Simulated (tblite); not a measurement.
Frequency calculation, with input and output: C$_{2}$H$_{8}$AsOSi

C$_{2}$H$_{8}$AsOSi, multiplicity 2, computed with GFN2-xTB harmonic vibrations, gas phase (tblite 0.8.0).

It belongs to a series of runs on one base structure; here: H removed from O.

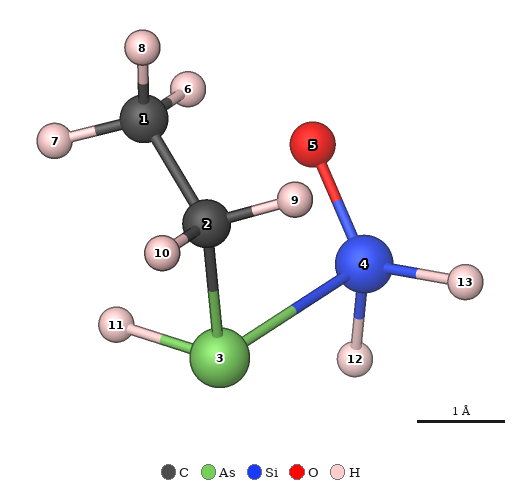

Figure 1. The structure as given in the input (ball-and-stick view, seen at a tilt; atoms are numbered from 1 in the order of the input). Bond lengths as drawn: As–C 1.98 Å, As–H 1.50 Å, As–Si 2.59 Å, C–C 1.52 Å, C–H 1.09 to 1.10 Å, H–Si 1.47 Å and O–Si 1.52 Å.

### Key numbers

```csv
quantity,value
outcome,converged
total energy,−450.0105 eV
zero-point energy,56.9440 kcal/mol
hardware,"1 CPU thread, shared host"
peak memory,0.18 GiB
```

### Input
```
{"job": {"kind": "ir", "xc": "GFN2-xTB", "basis": "xTB"}, "charge": 0, "multiplicity": 2}
C     -1.608304    -0.410454     0.191052
C     -0.853497     0.134586    -1.012073
As     0.576844     1.425904    -0.572442
Si     2.188742    -0.250978     0.574696
O      1.275943    -1.034588     1.498371
H     -0.918733    -0.897347     0.877423
H     -2.113934     0.395321     0.723210
H     -2.357883    -1.135582    -0.122875
H     -0.392156    -0.685920    -1.570850
H     -1.551867     0.623777    -1.701570
H     -0.023044     1.846052     0.740061
H      3.102602     0.792955     1.059903
H      2.670899    -0.803240    -0.702632
```

The first line tells a small driver script what to run in tblite; the rest is the geometry in Å.

Command:
```bash
OMP_NUM_THREADS=1 python <driver script> task.json out
```

### The program's output
```
mode    cm-1     km/mol
  1      33.4      9.75
  2      83.9      1.37
  3     109.5      0.83
  4     129.1      2.71
  5     189.3     47.99
  6     262.1      0.19
  7     275.7      1.18
  8     392.8      6.57
  9     443.0     11.25
 10     542.5     28.70
 11     585.1    113.75
 12     679.0      2.88
 13     695.8    294.23
 14     777.2     33.43
 15     826.3    114.23
 16     966.9      0.57
 17    1012.9      6.30
 18    1074.0     17.03
 19    1221.0      0.97
 20    1251.1      1.94
 21    1326.5    155.82
 22    1413.0      4.90
 23    1447.2      1.11
 24    1488.2      1.92
 25    1493.3      4.80
 26    1937.8    619.46
 27    2130.1    418.95
 28    2171.8    127.93
 29    2890.9     46.47
 30    2928.2     37.35
 31    3001.9     38.98
 32    3013.6     45.54
 33    3039.7      1.52
```

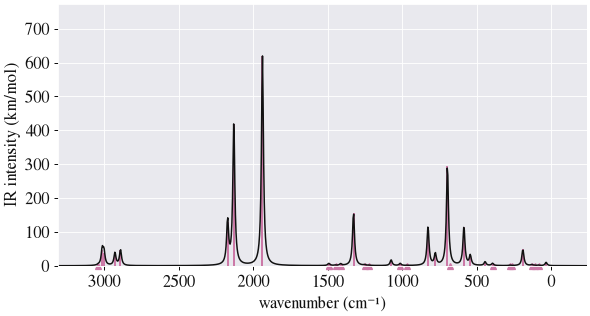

Figure 2. Harmonic infrared spectrum, unscaled: sticks (degenerate modes added up, dark ones marked on the axis) with a Lorentzian envelope of 16 cm⁻¹ full width, scaled to the tallest stick. 33 modes from 33 to 3040 cm⁻¹, none imaginary. The strongest line is at 1938 cm⁻¹ (619 km/mol).
